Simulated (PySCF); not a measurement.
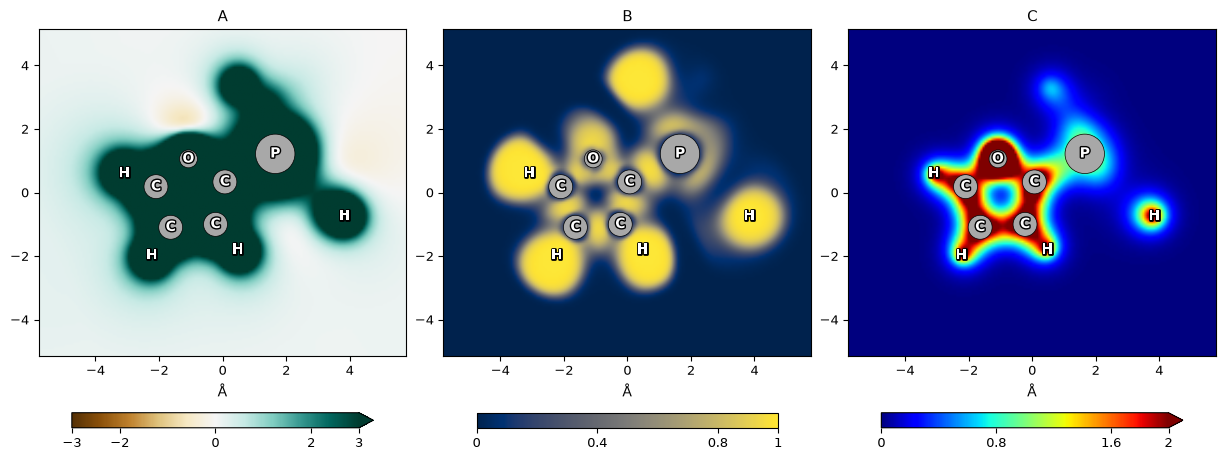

C7H9O2P: 3 fields on the plane of atoms O10, C9 and H19, with unlabelled colour scales. Grey discs cover the atomic cores.

Geometry: GFN2-xTB.

Theory: PySCF 2.14.0, PBE0/pcSseg-1, SCF density, gas phase, non-relativistic.

Match the panels to the quantities (electron density, electron localisation function and electrostatic potential).

Answer. Panel A: electrostatic potential (strongly positive close to the atoms, with negative regions outside electron-rich atoms). Panel B: electron localisation function. Panel C: electron density. From the grid: C–O (1.34 Å): the density is about 2.4 e/Å³ at the midpoint; the ELF peaks at about 0.90 between the atoms: a polar covalent bond. C–P (1.82 Å): the density is about 1.1 e/Å³ at the midpoint; the ELF peaks at about 0.95 between the atoms (a covalent bond).
